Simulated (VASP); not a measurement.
Band structure of Bi (a7). These are rev-vdW-DF2, VASP's PBE PAW potentials (set 64) (plane waves; VASP) values and carry that method's errors.

Unless said otherwise, spin-orbit coupling is left out, though it shifts the bands of the heavy elements here.

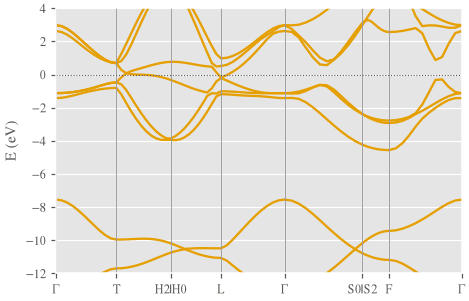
Bands along high-symmetry lines, zero at the valence-band maximum or, without a gap, the Fermi level

Question: Read the plot: is there a gap, and where are the band edges?

Answer: It has no gap at this level: it comes out as a metal or semimetal. (Edges off the drawn lines would not show.)

The compound is Bi in the a7 structure. It was relaxed first.
